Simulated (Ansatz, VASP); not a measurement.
**Ta3VSe2: VASP beside Ansatz**

One calculation is typed for both programs; each brings its own data sets and cutoff. How far apart do they land? The cell is invented: As first built, before any earlier steps moved the atoms: it takes the Ta4SeS structure with some of its atoms replaced by other elements, volume scaled by an estimate. It may not be a known or stable phase. The cell comes out of the VASP series on this material, whose earlier steps may have relaxed, scaled or displaced it; both programs get it as it stands.

Method: plane waves, with VASP 6.6.1 beside it; single point at PBE, in Ansatz 0.2.0.

### Step 1. The starting structure

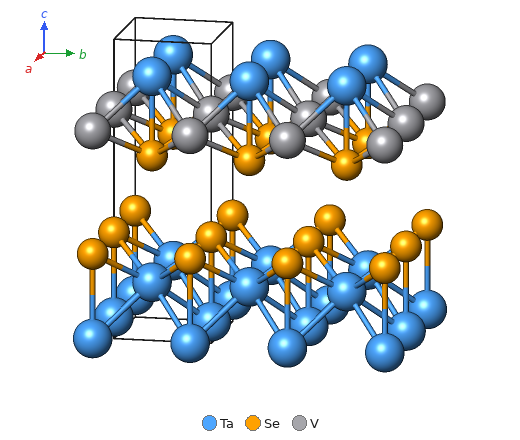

The starting structure, seen slightly off an axis (tantalum blue, selenium orange, vanadium grey). 2×3×1 cells are drawn. Some periodic images of atoms are drawn too.

### Step 2. Ansatz: single point, PBE

Ansatz runs on its default PAW (the set named soft_2) files.

With cell and atoms fixed, the geometry can't cause a difference; cores, projectors, grids and the points listed under the comparison can.

Input file input.yaml:

```yaml
crystal:
  lattice:
    - [3.3351968318, 0.0, 0.0]
    - [0.0, 3.3351968318, 0.0]
    - [0.0, 0.0, 10.2768044105]
  atoms:
    - { symbol: Ta, position: [0.5, 0.5, 0.2322675592] }
    - { symbol: Ta, position: [0.5, 0.5, 0.9195633029] }
    - { symbol: Ta, position: [0.0, 0.0, 0.0723500317] }
    - { symbol: Se, position: [0.5, 0.5, 0.6554841304] }
    - { symbol: Se, position: [0.0, 0.0, 0.3547859068] }
    - { symbol: V, position: [0.0, 0.0, 0.7655480689], spin: 2.0 }
hamiltonian:
  xc: pbe
  pseudopotentials: { kind: paw }
magnetization:
  spin_polarized: true
kpoints:
  mp_grid: { grid: [7, 7, 3] }
scf:
  occupations: { method: fermi_dirac, width: 0.05 }
  n_extra_bands: 8
output:
  forces: true
  stress: true
  eigenvalues: true
```

On the command line:

```sh
$ ansatz run input.yaml --threads 4 --pin off --max-ram 9216MiB --backend cpu --events-out ev --progress --plain --runs-dir out
```

Numbers of over 12 decimals in the logs are rounded to 6 here.

Log:

```text
Warning: the band count 50 (scf.n_extra_bands) hosts the net moment |M| = 2.0000 μB (N_el = 84) but caps the reachable moment at 2·n_bands − N_el = 16.0000 μB, below the 52 bands that the automatic rule leaves for it — a moment growing past the seed, or the majority channel's smearing tail, pins there with fewer empty majority states than that count leaves; raise or omit scf.n_extra_bands unless the cap is intended
scf.n_extra_bands = 8 over 42 filled bands (N_el = 84.0): the run solves 50 bands
Engine: ansatz 0.2.0, aarch64-unknown-linux-gnu
Pseudopotentials: kind: paw
Pseudopotential: Ta, paw, valence charge 13, recommended cutoff 420 eV (normal), Ta.paw.azcp
Pseudopotential: Se, paw, valence charge 16, recommended cutoff 420 eV (normal), Se.paw.azcp
Pseudopotential: V, paw, valence charge 13, recommended cutoff 420 eV (normal), V.paw.azcp
Functional definition: PBE
  parameter kappa = 0.804
  parameter beta = 0.066725
  exchange = pbe_x(kappa = kappa, mu = beta*pi^2/3)
  correlation = pbe_c(beta = beta)
Crystal: 6 atoms, lattice volume = 114.314 Å³
Basis set: ecut = 420 eV, 2251 PW (Γ), exchange–correlation on 48×48×144 points (8 copies of the dense FFT grid, shifted against one another)
Bands: 50, of which v1, the nominal top of the filled ones, is band 42 counted from 1 (41 counted from 0)
Symmetry: 8 space group operations
Space group: P4mm (ITA 99), of the structure as read, at distance tolerance 4.9e-5 Å
Magnetic group: BNS 99.163 (UNI 823), of the structure as read, at distance tolerance 4.9e-5 Å
k-points: 20 of 147 (time reversal used)
Non-local potential: Ta, projectors of the file, l = 0: 3, l = 1: 2, l = 2: 2, l = 3: 1
Non-local potential: Se, projectors of the file, l = 0: 2, l = 1: 2, l = 2: 3, l = 3: 1
Non-local potential: V, projectors of the file, l = 0: 3, l = 1: 2, l = 2: 3, l = 3: 1
PAW form: soft (Blöchl's): semilocal exchange-correlation on the pseudo side does not see the compensation charge
PAW one-centre angular grid: Ta, 590 points (default); XC on 64 Gauss nodes
PAW one-centre angular grid: Se, 590 points (default); XC on 64 Gauss nodes
PAW one-centre angular grid: V, 590 points (default); XC on 64 Gauss nodes
Initial density: superposition of atomic densities (chi_scale 0.1, normalization cell, long waves 93 % of neutral atoms (reshape's long-wave potential 1.93 eV rms, cloud 2.90 Å wide))
Starting moments: Σ|m| = 2 μB on 1 of 6 sites
Initial wavefunctions: pseudopotential atomic-orbital guess
Functional: x = pbe(κ = 0.804, μ = 0.219515), c = pbe(β = 0.066725)
SCF iter   1: F=—  HF=-43664.920811 eV  |F-HF|=—  |Δ(HF+E_count)|=         —  Δρ=6.93e-2 (↑6.79e-2 ↓6.93e-2)  dr2=1.98e2  dr2_m=1.63e0  M=0.243 μB ∫|m|=0.595 μB  β_m=0.30  ethr=3.10e-3  ⟨swp⟩=6.8  Hψ=7844  notcnv=0
Mixer restart at iter 1: flushing history
preconditioner: auto → Kerker (q_TF=auto, 2.592 Å⁻¹)  [metal: Δε(μ)=0.023 eV  Ē_g=5.606 eV  σ=0.050 eV  W_gap=0.12  n_scr=28 (ndim 8)  ℏωp=19.6 eV  f_vac=0.014  D(μ)=2.73/eV (n_scr^D=18)]
spin=Collinear: Kerker preconditioning applied to the charge; magnetization (m = ρ↑ − ρ↓) channel mixes plain (no charge-response kernel on spin).
SCF iter   2: F=—  HF=-43658.328396 eV  |F-HF|=—  |Δ(HF+E_count)|=    6.59e0  Δρ=4.89e-2 (↑4.48e-2 ↓4.89e-2)  dr2=1.00e2  dr2_m=8.83e-1  M=0.253 μB ∫|m|=0.518 μB  β_m=0.59  ethr=3.10e-3  ⟨swp⟩=3.1  Hψ=3353  notcnv=0  defer=8
SCF iter   3: F=—  HF=-43651.346317 eV  |F-HF|=—  |Δ(HF+E_count)|=    6.98e0  Δρ=1.45e-2 (↑1.29e-2 ↓1.45e-2)  dr2=1.21e1  dr2_m=1.18e-2  M=0.189 μB ∫|m|=0.338 μB  β_m=0.67  ethr=3.10e-3  ⟨swp⟩=4.7  Hψ=5107  notcnv=0  defer=14
SCF iter   4: F=—  HF=-43650.127736 eV  |F-HF|=—  |Δ(HF+E_count)|=    1.22e0  Δρ=8.93e-3 (↑8.38e-3 ↓8.93e-3)  dr2=1.20e0  dr2_m=2.71e-3  M=0.165 μB ∫|m|=0.228 μB  β_m=0.83  ethr=3.10e-3  ⟨swp⟩=4.0  Hψ=3406  notcnv=0  defer=12
SCF iter   5: F=—  HF=-43650.016232 eV  |F-HF|=—  |Δ(HF+E_count)|=   1.12e-1  Δρ=5.09e-3 (↑5.09e-3 ↓4.26e-3)  dr2=2.90e-1  dr2_m=9.46e-3  M=0.263 μB ∫|m|=0.313 μB  β_m=0.86  ethr=1.43e-3  ⟨swp⟩=3.3  Hψ=3287  notcnv=0  defer=14
SCF iter   6: F=—  HF=-43649.989849 eV  |F-HF|=—  |Δ(HF+E_count)|=   2.64e-2  Δρ=3.85e-3 (↑1.84e-3 ↓3.85e-3)  dr2=1.15e-1  dr2_m=4.52e-3  M=0.340 μB ∫|m|=0.413 μB  β_m=0.93  ethr=3.45e-4  ⟨swp⟩=3.3  Hψ=2784  notcnv=0  defer=13
SCF iter   7: F=—  HF=-43649.982069 eV  |F-HF|=—  |Δ(HF+E_count)|=   7.78e-3  Δρ=6.03e-3 (↑6.03e-3 ↓1.17e-3)  dr2=6.14e-2  dr2_m=1.02e-2  M=0.515 μB ∫|m|=0.646 μB  β_m=0.96  ethr=1.36e-4  ⟨swp⟩=4.0  Hψ=3677  notcnv=0  defer=13
SCF iter   8: F=—  HF=-43649.993244 eV  |F-HF|=—  |Δ(HF+E_count)|=   1.12e-2  Δρ=1.67e-3 (↑1.67e-3 ↓1.63e-3)  dr2=3.54e-2  dr2_m=1.72e-3  M=0.574 μB ∫|m|=0.746 μB  β_m=0.97  ethr=7.31e-5  ⟨swp⟩=3.4  Hψ=3924  notcnv=0  defer=13
SCF iter   9: F=—  HF=-43649.991438 eV  |F-HF|=—  |Δ(HF+E_count)|=   1.81e-3  Δρ=1.02e-3 (↑1.02e-3 ↓7.80e-4)  dr2=1.15e-3  dr2_m=7.43e-4  M=0.596 μB ∫|m|=0.792 μB  β_m=0.97  ethr=4.21e-5  ⟨swp⟩=2.1  Hψ=2603  notcnv=0  defer=12
SCF iter  10: F=—  HF=-43649.991163 eV  |F-HF|=—  |Δ(HF+E_count)|=   2.76e-4  Δρ=5.04e-4 (↑5.04e-4 ↓5.02e-4)  dr2=1.98e-3  dr2_m=3.49e-6  M=0.620 μB ∫|m|=0.844 μB  β_m=0.91  ethr=1.37e-6  ⟨swp⟩=2.4  Hψ=3790  notcnv=0  defer=13
SCF iter  11: F=—  HF=-43649.991260 eV  |F-HF|=—  |Δ(HF+E_count)|=   9.74e-5  Δρ=1.90e-4 (↑1.72e-4 ↓1.90e-4)  dr2=3.63e-4  dr2_m=7.96e-7  M=0.622 μB ∫|m|=0.850 μB  β_m=0.89  ethr=1.37e-6  ⟨swp⟩=2.0  Hψ=3546  notcnv=0  defer=12
SCF iter  12: F=—  HF=-43649.991216 eV  |F-HF|=—  |Δ(HF+E_count)|=   4.45e-5  Δρ=7.88e-5 (↑7.88e-5 ↓4.95e-5)  dr2=4.12e-5  dr2_m=6.61e-7  M=0.624 μB ∫|m|=0.855 μB  β_m=0.94  ethr=4.32e-7  ⟨swp⟩=2.0  Hψ=3526  notcnv=0  defer=12
SCF iter  13: F=—  HF=-43649.991223 eV  |F-HF|=—  |Δ(HF+E_count)|=   7.24e-6  Δρ=8.67e-5 (↑8.67e-5 ↓2.28e-5)  dr2=1.53e-5  dr2_m=2.22e-6  M=0.624 μB ∫|m|=0.855 μB  β_m=0.91  ethr=4.90e-8  ⟨swp⟩=2.0  Hψ=2542  notcnv=0  defer=12
SCF iter  14: F=—  HF=-43649.991223 eV  |F-HF|=—  |Δ(HF+E_count)|=   2.90e-8  Δρ=2.33e-5 (↑1.12e-5 ↓2.33e-5)  dr2=3.73e-6  dr2_m=6.35e-8  M=0.624 μB ∫|m|=0.857 μB  β_m=0.90  ethr=1.82e-8  ⟨swp⟩=2.0  Hψ=3161  notcnv=0  defer=12
SCF iter  15: F=—  HF=-43649.991223 eV  |F-HF|=—  |Δ(HF+E_count)|=   7.43e-8  Δρ=1.26e-5 (↑1.26e-5 ↓4.90e-6)  dr2=6.62e-7  dr2_m=2.29e-8  M=0.625 μB ∫|m|=0.858 μB  β_m=0.95  ethr=4.44e-9  ⟨swp⟩=1.6  Hψ=2257  notcnv=0  defer=12
SCF iter  16: F=—  HF=-43649.991223 eV  |F-HF|=—  |Δ(HF+E_count)|=   6.28e-9  Δρ=2.81e-6 (↑2.81e-6 ↓2.27e-6)  dr2=1.01e-7  dr2_m=1.52e-10  M=0.625 μB ∫|m|=0.857 μB  β_m=0.93  ethr=7.89e-10  ⟨swp⟩=2.0  Hψ=2283  notcnv=0  defer=12
SCF iter  17: F=—  HF=-43649.991223 eV  |F-HF|=—  |Δ(HF+E_count)|=  6.55e-10  Δρ=6.64e-7 (↑4.74e-7 ↓6.64e-7)  dr2=5.00e-9  dr2_m=4.44e-11  M=0.625 μB ∫|m|=0.857 μB  β_m=0.79  ethr=1.21e-10  ⟨swp⟩=2.0  Hψ=3518  notcnv=0  defer=12
SCF iter  18: F=-43649.991223 eV  HF=-43649.991223 eV  |F-HF|=6.16e-9  |Δ(HF+E_count)|=   1.40e-9  Δρ=8.11e-7 (↑8.11e-7 ↓6.19e-7)  dr2=6.77e-9  dr2_m=1.59e-11  M=0.625 μB ∫|m|=0.857 μB  ethr=5.96e-12  ⟨swp⟩=4.5  Hψ=6662  notcnv=0
SCF 1 converged in 18 iterations: F = -43649.991223 eV  dr2 = 6.77e-9
  greatest PAW one-centre occupation: 1.000 electrons in one spin orbital (limit 2), on the Se atom at site 4 (counted from 0), in its partial waves of l = 2
SCF converged after 18 iterations
Magnetization: 0.6245 μB (42.3123 up, 41.6877 down)
Absolute magnetization: 0.8569 μB (∫|ρ↑−ρ↓|, with the PAW one-centre terms)
Spin contamination: 0.0465 ħ² per cell (⟨S²⟩ above its minimum at these occupations)
Per-site moments (μB) at R_I (Å): [(0.050968, 1.102780), (-0.045429, 1.119480), (-0.00322932, 1.168706), (-0.019344, 1.078920), (0.0016242, 1.102780), (0.554453, 1.078920)]
Free energy (F): -43649.991223 eV
Harris-Foulkes:  -43649.991223 eV  (|F-HF|=6.16e-9)
Internal energy: -43649.959445 eV  (E = F + TS)
E sigma→0 (E₀):  -43649.975334 eV
Entropy (-TS):   -0.031778 eV (-5.296 meV/atom)
Fermi energy:    15.165485 eV
--- Per-component energies (eV) ---
  E_band       = -1222.929232
  E_kinetic    = 1672.203618
  E_local      = -7895.407533  (includes V_loc(G=0)·N_el)
  E_nonlocal   = -1191.458963
  E_hartree    = 3633.832012
  E_xc         = -995.303775
  E_vxc        = -975.328418  (∫ρ·V_xc dr)
  E_paw        = -30126.313779  (= ΣΔE_a)
  E_vpaw       = -100.599816  (= ΣTr[D̂ρ^β])
  E_aug_tail   = -0.000475  (compensation charges beyond the density's cutoff)
  E_ewald      = -8747.510550
  E_smearing   = -0.031778  (= −TS)
  E_closure    = 0.000000  (closes the sum)
  Σ components = -43649.991223   (vs F -43649.991223, Δ=0.00e0)
--- Forces (eV/Å), atoms counted from 1 ---
  atom   1  Ta    -0.00000000    -0.00000000    -0.16281402
  atom   2  Ta     0.00000000    -0.00000000     0.04481879
  atom   3  Ta     0.00000000     0.00000000     0.03725766
  atom   4  Se    -0.00000000     0.00000000    -0.01347558
  atom   5  Se     0.00000000     0.00000000     0.10815434
  atom   6  V      0.00000000     0.00000000    -0.01405573
  max |Σ_I F_I| component: 1.15e-4 eV/Å
--- Stress (GPa, compression-positive) ---
        0.030318      -0.000000       0.000000
       -0.000000       0.030318      -0.000000
        0.000000      -0.000000       0.717064
  P = ⅓ Tr σ = 0.2592 GPa (2.592 kbar)
--- Band table (eV; the first three rows and the last of 40) ---
  k-point 0 ↑: bands = [... 38 lower, 14.2025, 14.7807, 15.2104, 15.2104, 15.6102, 15.6102, 15.6665, 16.0287, ... 4 higher]
  k-point 1 ↑: bands = [... 38 lower, 14.2121, 14.7808, 15.2075, 15.2075, 15.5969, 15.5969, 15.6662, 15.9525, ... 4 higher]
  k-point 2 ↑: bands = [... 38 lower, 14.3689, 14.6040, 14.8729, 15.1035, 15.3092, 15.5010, 15.8889, 16.0429, ... 4 higher]
  k-point 19 ↓: bands = [... 38 lower, 13.4766, 13.5447, 14.5304, 14.7232, 16.0333, 16.3059, 16.5032, 17.1451, ... 4 higher]
```

It took 14 s on 4 threads of Arm Neoverse V1, shared host; peak memory 0.53 GiB; 53 s of CPU time.

Reading the cycles: dr2 is the Hartree energy of the density residual (eV), the measure of convergence; HF is the Harris–Foulkes estimate of the energy, which meets the free energy F at convergence.

The run ends at a pressure of 0.26 GPa, with forces up to 0.16 eV/Å.

[end of part 1 of 2]

[Lines on the potential files, build, host, timing and source positions are cut from VASP's logs without a mark.]

[Logs are printed without paths, hosts, clocks, repeated set-up lines and the standing remarks that a program may print on its own settings, such as how far it seeks lower states.]

[Hosts, paths, dates, database ids (printed as entryN), source tags and the programs' standing remarks are cut or masked in the printed files.]
